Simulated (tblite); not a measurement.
## Geometry relaxation, with input and output: C7H11BSi (part 4 of 4)

Continued. System: C7H11BSi. Method: GFN2-xTB geometry optimisation, gas phase (tblite 0.8.0). It belongs to a series of runs on one base structure; here: constitutional isomer.

Geometry of the input (Å):
```
C  2.4381  -0.6920  -1.9494
C  2.4931  0.5178  -1.3866
Si 1.9111  0.7804  0.3533
C  0.1015  0.3809  0.4390
C  -0.8045  1.3102  0.1565
B  -2.3314  0.9727  0.1855
C  -2.7532  -0.4963  0.6230
C  -1.5665  -1.4053  0.8663
C  -0.2866  -1.0180  0.7911
H  2.7801  -0.8284  -2.9601
H  2.0186  -1.5436  -1.4156
H  2.9048  1.3492  -1.9271
H  2.1046  2.1922  0.7343
H  2.6613  -0.0804  1.2670
H  -0.5029  2.3236  -0.1223
H  -3.1411  1.7977  -0.0406
H  -3.3913  -0.9315  -0.1664
H  -3.3506  -0.4383  1.5609
H  -1.7801  -2.4378  1.1270
H  0.4899  -1.7424  0.9934
```

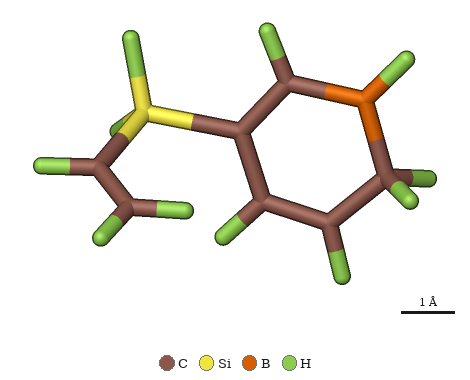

Figure 1. The geometry at step 149 of the log (stick view, seen at a tilt).

Trajectory as extended XYZ, continued
```
20
Properties=species:S:1:pos:R:3:forces:R:3 step=129 energy=-638.36712
C     2.0129   -0.6434   -1.9810    0.0090   0.0200   0.0080
C     2.6756    0.1639   -1.1671    0.0120   0.0150   0.0010
Si    1.9411    0.9851    0.3657    0.0040   0.0080  -0.0110
C     0.1185    0.4868    0.4784   -0.0010  -0.0030  -0.0120
C    -0.8965    1.3781    0.3033    0.0040   0.0080  -0.0020
B    -2.3556    0.9395    0.3082   -0.0030  -0.0160  -0.0180
C    -2.6193   -0.5974    0.5264   -0.0150  -0.0220   0.0090
C    -1.4036   -1.4205    0.7413    0.0040  -0.0080  -0.0100
C    -0.1660   -0.9085    0.7098   -0.0010  -0.0100  -0.0050
H     2.4627   -1.0990   -2.8508    0.0150   0.0060  -0.0060
H     0.9762   -0.8861   -1.8099   -0.0140  -0.0150  -0.0130
H     3.7152    0.3798   -1.3886   -0.0160  -0.0180   0.0100
H     2.0563    2.4442    0.2522    0.0040   0.0000   0.0010
H     2.6643    0.5134    1.5570    0.0060  -0.0050   0.0010
H    -0.6122    2.4123    0.1434    0.0040   0.0240  -0.0070
H    -3.2467    1.6824    0.1379   -0.0170   0.0040   0.0050
H    -3.1627   -1.0184   -0.3296   -0.0050   0.0320  -0.0010
H    -3.3094   -0.7610    1.3625    0.0140  -0.0080   0.0140
H    -1.5432   -2.4817    0.9150   -0.0060   0.0050   0.0060
H     0.6871   -1.5589    0.8551    0.0030  -0.0180   0.0280
20
Properties=species:S:1:pos:R:3:forces:R:3 step=133 energy=-638.36794
C     2.0150   -0.6352   -1.9907   -0.0080   0.0070  -0.0180
C     2.6804    0.1512   -1.1593   -0.0070   0.0070   0.0110
Si    1.9391    0.9857    0.3625    0.0090   0.0000   0.0010
C     0.1157    0.4891    0.4766    0.0150  -0.0010   0.0090
C    -0.9006    1.3800    0.3049    0.0090  -0.0040  -0.0190
B    -2.3588    0.9374    0.3110   -0.0040  -0.0050  -0.0070
C    -2.6194   -0.6008    0.5269   -0.0130   0.0020   0.0050
C    -1.4022   -1.4209    0.7428   -0.0060  -0.0030  -0.0070
C    -0.1662   -0.9059    0.7132    0.0010  -0.0100  -0.0010
H     2.4694   -1.0946   -2.8567    0.0150   0.0080   0.0130
H     0.9697   -0.8550   -1.8416   -0.0160  -0.0120  -0.0080
H     3.7282    0.3414   -1.3590    0.0220  -0.0030   0.0000
H     2.0550    2.4430    0.2322    0.0040   0.0090   0.0050
H     2.6638    0.5260    1.5590   -0.0100   0.0020  -0.0120
H    -0.6181    2.4148    0.1422    0.0010   0.0040  -0.0020
H    -3.2523    1.6794    0.1462   -0.0090  -0.0040   0.0020
H    -3.1625   -1.0204   -0.3293   -0.0090   0.0200  -0.0130
H    -3.3092   -0.7661    1.3625    0.0080  -0.0100   0.0230
H    -1.5373   -2.4818    0.9184   -0.0210  -0.0090   0.0100
H     0.6851   -1.5567    0.8672    0.0190   0.0020   0.0070
20
Properties=species:S:1:pos:R:3:forces:R:3 step=137 energy=-638.36880
C     2.0157   -0.6209   -2.0048    0.0160   0.0070   0.0080
C     2.6848    0.1373   -1.1499   -0.0020   0.0010  -0.0040
Si    1.9367    0.9893    0.3579   -0.0090   0.0010  -0.0060
C     0.1157    0.4869    0.4734   -0.0080  -0.0080  -0.0030
C    -0.9011    1.3762    0.2958   -0.0050  -0.0020   0.0070
B    -2.3599    0.9349    0.3174   -0.0030  -0.0020   0.0010
C    -2.6203   -0.6033    0.5321    0.0040  -0.0040   0.0030
C    -1.4018   -1.4230    0.7465   -0.0030  -0.0030   0.0070
C    -0.1657   -0.9076    0.7174   -0.0020  -0.0030  -0.0030
H     2.4825   -1.0905   -2.8583    0.0040   0.0020  -0.0050
H     0.9603   -0.8102   -1.8869   -0.0080  -0.0010   0.0000
H     3.7436    0.2927   -1.3213    0.0110  -0.0050  -0.0030
H     2.0467    2.4455    0.2099    0.0070   0.0050   0.0070
H     2.6546    0.5453    1.5627    0.0100  -0.0020   0.0050
H    -0.6205    2.4113    0.1303    0.0050  -0.0070  -0.0080
H    -3.2548    1.6776    0.1659   -0.0110   0.0010  -0.0050
H    -3.1591   -1.0119   -0.3328   -0.0020   0.0030   0.0130
H    -3.3110   -0.7793    1.3653    0.0050   0.0020  -0.0060
H    -1.5379   -2.4831    0.9291   -0.0120   0.0050   0.0000
H     0.6863   -1.5566    0.8794    0.0040   0.0110  -0.0090
20
Properties=species:S:1:pos:R:3:forces:R:3 step=141 energy=-638.36902
C     2.0180   -0.6153   -2.0093   -0.0060  -0.0020  -0.0060
C     2.6887    0.1323   -1.1468    0.0030   0.0060   0.0020
Si    1.9357    0.9902    0.3554   -0.0010  -0.0040   0.0070
C     0.1143    0.4856    0.4718   -0.0010   0.0030  -0.0070
C    -0.9030    1.3747    0.2957   -0.0040   0.0040  -0.0020
B    -2.3620    0.9340    0.3186   -0.0010   0.0010   0.0020
C    -2.6208   -0.6040    0.5347    0.0010   0.0020   0.0040
C    -1.4028   -1.4236    0.7498    0.0030  -0.0020  -0.0030
C    -0.1664   -0.9087    0.7169    0.0010   0.0040   0.0050
H     2.4857   -1.0888   -2.8603    0.0030   0.0020   0.0020
H     0.9589   -0.7904   -1.9010   -0.0020  -0.0020  -0.0040
H     3.7513    0.2721   -1.3082    0.0100   0.0040   0.0030
H     2.0450    2.4468    0.2067    0.0030  -0.0010   0.0010
H     2.6579    0.5523    1.5608   -0.0050  -0.0020  -0.0010
H    -0.6213    2.4091    0.1280    0.0000   0.0010  -0.0050
H    -3.2590    1.6750    0.1668    0.0030  -0.0010  -0.0040
H    -3.1598   -1.0118   -0.3303    0.0010  -0.0040   0.0020
H    -3.3121   -0.7814    1.3665   -0.0040   0.0040   0.0090
H    -1.5413   -2.4826    0.9350    0.0000  -0.0040   0.0010
H     0.6877   -1.5547    0.8782   -0.0030  -0.0080  -0.0070
20
Properties=species:S:1:pos:R:3:forces:R:3 step=145 energy=-638.36913
C     2.0180   -0.6121   -2.0115    0.0040   0.0050   0.0010
C     2.6888    0.1320   -1.1458   -0.0010  -0.0090   0.0020
Si    1.9348    0.9901    0.3560    0.0030   0.0040  -0.0070
C     0.1135    0.4854    0.4704    0.0040  -0.0050   0.0100
C    -0.9036    1.3747    0.2949    0.0060  -0.0040  -0.0080
B    -2.3622    0.9334    0.3182    0.0010   0.0000  -0.0040
C    -2.6205   -0.6042    0.5373   -0.0030   0.0000   0.0020
C    -1.4023   -1.4246    0.7497   -0.0070   0.0030   0.0090
C    -0.1662   -0.9090    0.7174   -0.0050  -0.0060  -0.0110
H     2.4875   -1.0879   -2.8601    0.0050   0.0020  -0.0030
H     0.9576   -0.7819   -1.9092   -0.0080   0.0000   0.0010
H     3.7531    0.2648   -1.3021    0.0100   0.0080   0.0030
H     2.0468    2.4466    0.2080   -0.0010  -0.0020  -0.0010
H     2.6550    0.5539    1.5627    0.0000  -0.0090   0.0050
H    -0.6206    2.4082    0.1246   -0.0060   0.0040  -0.0020
H    -3.2589    1.6730    0.1613   -0.0050   0.0050   0.0000
H    -3.1622   -1.0133   -0.3253   -0.0040  -0.0050   0.0070
H    -3.3090   -0.7785    1.3724    0.0010   0.0000   0.0000
H    -1.5424   -2.4838    0.9343    0.0100   0.0050   0.0000
H     0.6878   -1.5561    0.8759   -0.0030   0.0020  -0.0040
20
Properties=species:S:1:pos:R:3:forces:R:3 step=149 energy=-638.36943
C     2.0226   -0.5997   -2.0188    0.0060  -0.0040   0.0030
C     2.6934    0.1290   -1.1402    0.0020  -0.0070   0.0030
Si    1.9327    0.9879    0.3573    0.0150  -0.0120   0.0030
C     0.1114    0.4822    0.4683    0.0070   0.0110  -0.0100
C    -0.9045    1.3720    0.2866   -0.0080  -0.0040  -0.0120
B    -2.3638    0.9321    0.3130   -0.0030  -0.0050   0.0020
C    -2.6227   -0.6037    0.5466   -0.0020   0.0040   0.0020
C    -1.4053   -1.4256    0.7560    0.0070   0.0040  -0.0210
C    -0.1687   -0.9122    0.7152    0.0060   0.0140   0.0020
H     2.4953   -1.0790   -2.8634    0.0090   0.0050  -0.0110
H     0.9588   -0.7552   -1.9303   -0.0080   0.0010   0.0040
H     3.7615    0.2490   -1.2811    0.0010   0.0000  -0.0040
H     2.0522    2.4428    0.2062   -0.0110   0.0110   0.0040
H     2.6493    0.5505    1.5661   -0.0040  -0.0050   0.0020
H    -0.6216    2.4048    0.1088   -0.0020  -0.0110   0.0090
H    -3.2618    1.6701    0.1512    0.0130  -0.0030   0.0030
H    -3.1722   -1.0199   -0.3073   -0.0130  -0.0060   0.0090
H    -3.3030   -0.7682    1.3902   -0.0110   0.0000   0.0000
H    -1.5437   -2.4855    0.9373   -0.0040   0.0030   0.0110
H     0.6851   -1.5608    0.8675    0.0010   0.0040   0.0020
20
Properties=species:S:1:pos:R:3:forces:R:3 step=154 energy=-638.37002
C     2.0381   -0.5911   -2.0291   -0.0010  -0.0070  -0.0080
C     2.6996    0.1320   -1.1391    0.0050   0.0030   0.0000
Si    1.9335    0.9807    0.3616   -0.0120  -0.0040  -0.0110
C     0.1093    0.4805    0.4622   -0.0040  -0.0100  -0.0120
C    -0.9075    1.3669    0.2702    0.0040   0.0050   0.0030
B    -2.3677    0.9298    0.3040    0.0030  -0.0030  -0.0020
C    -2.6312   -0.6013    0.5605    0.0030  -0.0040  -0.0080
C    -1.4119   -1.4233    0.7601   -0.0050  -0.0040   0.0090
C    -0.1742   -0.9123    0.7135   -0.0050  -0.0070  -0.0060
H     2.5202   -1.0602   -2.8747    0.0000   0.0060   0.0020
H     0.9740   -0.7507   -1.9518   -0.0070   0.0020   0.0080
H     3.7679    0.2559   -1.2728    0.0160   0.0010  -0.0030
H     2.0599    2.4375    0.2247   -0.0130  -0.0090   0.0060
H     2.6434    0.5254    1.5675   -0.0050   0.0000   0.0080
H    -0.6250    2.3981    0.0864    0.0010   0.0100   0.0010
H    -3.2621    1.6696    0.1343   -0.0020   0.0040   0.0050
H    -3.2001   -1.0298   -0.2744    0.0000   0.0000  -0.0040
H    -3.2987   -0.7508    1.4180    0.0210   0.0090  -0.0010
H    -1.5507   -2.4824    0.9461    0.0000   0.0000   0.0070
H     0.6781   -1.5639    0.8620    0.0000   0.0060   0.0040
20
Properties=species:S:1:pos:R:3:forces:R:3 step=158 energy=-638.37047
C     2.0471   -0.5891   -2.0282    0.0120   0.0240  -0.0010
C     2.7048    0.1441   -1.1434    0.0100  -0.0080   0.0080
Si    1.9331    0.9724    0.3657   -0.0010  -0.0170  -0.0060
C     0.1077    0.4737    0.4507   -0.0010   0.0000   0.0080
C    -0.9056    1.3628    0.2526    0.0000  -0.0020   0.0030
B    -2.3669    0.9296    0.2954    0.0030   0.0060  -0.0050
C    -2.6353   -0.5983    0.5668    0.0070   0.0050  -0.0020
C    -1.4185   -1.4248    0.7619    0.0070   0.0010  -0.0030
C    -0.1797   -0.9173    0.7079    0.0040   0.0000  -0.0060
H     2.5302   -1.0453   -2.8802   -0.0160  -0.0060   0.0020
H     0.9859   -0.7630   -1.9395    0.0070  -0.0110  -0.0100
H     3.7703    0.2862   -1.2842   -0.0010  -0.0010  -0.0060
H     2.0599    2.4299    0.2481   -0.0090   0.0070   0.0060
H     2.6369    0.5020    1.5707   -0.0140   0.0050  -0.0070
H    -0.6197    2.3923    0.0620   -0.0040  -0.0070   0.0070
H    -3.2595    1.6724    0.1299   -0.0060   0.0030   0.0010
H    -3.2202   -1.0336   -0.2531   -0.0010  -0.0010   0.0030
H    -3.2879   -0.7313    1.4383    0.0050   0.0070  -0.0040
H    -1.5599   -2.4826    0.9526    0.0000   0.0000   0.0050
H     0.6721   -1.5695    0.8551    0.0000  -0.0050   0.0080
20
Properties=species:S:1:pos:R:3:forces:R:3 step=162 energy=-638.37072
C     2.0581   -0.5837   -2.0356   -0.0030  -0.0080   0.0000
C     2.7107    0.1464   -1.1447    0.0010   0.0010  -0.0040
Si    1.9311    0.9654    0.3648   -0.0010   0.0150  -0.0010
C     0.1048    0.4710    0.4460    0.0030  -0.0050   0.0040
C    -0.9076    1.3604    0.2449    0.0050  -0.0010   0.0060
B    -2.3693    0.9304    0.2916    0.0010  -0.0040  -0.0050
C    -2.6381   -0.5959    0.5713   -0.0010  -0.0020   0.0000
C    -1.4224   -1.4242    0.7654   -0.0020   0.0000  -0.0020
C    -0.1831   -0.9186    0.7081   -0.0010  -0.0060   0.0010
H     2.5444   -1.0365   -2.8871   -0.0020   0.0000  -0.0080
H     0.9979   -0.7661   -1.9511    0.0040   0.0030   0.0000
H     3.7755    0.2942   -1.2840    0.0030   0.0010   0.0020
H     2.0577    2.4244    0.2609   -0.0060   0.0020  -0.0030
H     2.6297    0.4896    1.5697   -0.0050  -0.0050   0.0060
H    -0.6216    2.3889    0.0512    0.0070   0.0040   0.0020
H    -3.2612    1.6747    0.1271   -0.0020  -0.0030   0.0000
H    -3.2314   -1.0368   -0.2393   -0.0010   0.0010   0.0020
H    -3.2828   -0.7203    1.4500   -0.0020   0.0060  -0.0020
H    -1.5653   -2.4812    0.9608   -0.0010   0.0040   0.0020
H     0.6678   -1.5713    0.8590    0.0020  -0.0030   0.0010
20
Properties=species:S:1:pos:R:3:forces:R:3 step=166 energy=-638.37082
C     2.0607   -0.5812   -2.0374    0.0010   0.0010  -0.0020
C     2.7134    0.1470   -1.1447   -0.0010   0.0000  -0.0030
Si    1.9305    0.9650    0.3641    0.0040  -0.0040   0.0010
C     0.1049    0.4690    0.4444    0.0000   0.0000  -0.0030
C    -0.9070    1.3593    0.2443    0.0010  -0.0010  -0.0030
B    -2.3689    0.9294    0.2884    0.0020   0.0040   0.0020
C    -2.6386   -0.5954    0.5735    0.0020   0.0020  -0.0020
C    -1.4233   -1.4245    0.7666    0.0000  -0.0010   0.0060
C    -0.1834   -0.9206    0.7063   -0.0030   0.0010   0.0020
H     2.5463   -1.0335   -2.8899   -0.0010   0.0020   0.0010
H     0.9998   -0.7600   -1.9543    0.0020  -0.0020  -0.0010
H     3.7789    0.2931   -1.2815   -0.0030  -0.0010   0.0020
H     2.0559    2.4238    0.2622   -0.0030   0.0080  -0.0030
H     2.6227    0.4857    1.5713    0.0030   0.0000   0.0040
H    -0.6196    2.3877    0.0507    0.0010  -0.0030   0.0040
H    -3.2613    1.6723    0.1213    0.0000   0.0010  -0.0030
H    -3.2358   -1.0389   -0.2326   -0.0030  -0.0030   0.0000
H    -3.2805   -0.7132    1.4551    0.0020  -0.0010  -0.0010
H    -1.5670   -2.4804    0.9655   -0.0020  -0.0050  -0.0010
H     0.6674   -1.5740    0.8556   -0.0030   0.0000   0.0010
```

Results in brief

| quantity | value |
| --- | --- |
| outcome | converged |
| total energy | −638.3708 eV |
| hardware | 1 CPU thread, shared host |
| wall time | 1.4 s |
| peak memory | 0.18 GiB |
